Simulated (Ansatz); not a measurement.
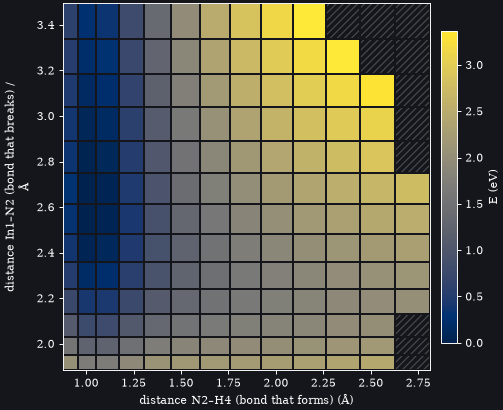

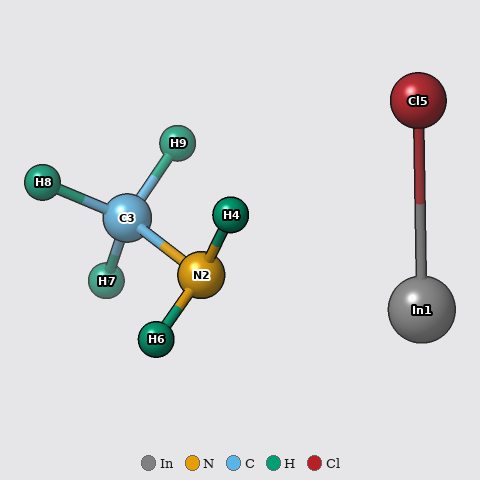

Energy landscape of the reacting system CH₅ClInN (fragments CH₄InN + ClH where the first distance is long, ClIn + CH₅N where the second is long). The first coordinate is: distance N2–H4 (bond that forms); the second: distance In1–N2 (bond that breaks). Relaxed at each point: all other coordinates. Grid: 13 × 13 points. At 11 points there is no value. Points are written as (first, second). Energies: eV, counted from the lowest grid point. The reference is spin-restricted, so regions where a bond is pulled apart into radicals lie too high. The calculation used RKS PBE-D4/def2-SVP in Ansatz.

The picture shows one coloured cell a grid point, hatched blanks where no value was computed. The second picture is the structure at the lowest point.

> Where are the lowest and the highest points?

The lowest grid point is at (0.999 Å, 2.682 Å). The highest grid point, (2.174 Å, 3.417 Å), lies 3.37 eV above the lowest.

Each point was launched as `ansatz run input.yaml --threads 1 --pin off --max-ram 2560MiB --backend cpu --events-out ev --progress --plain --runs-dir out`. The whole map (158 points run) took 51 min on 1 thread of Arm Neoverse V1 (shared host).
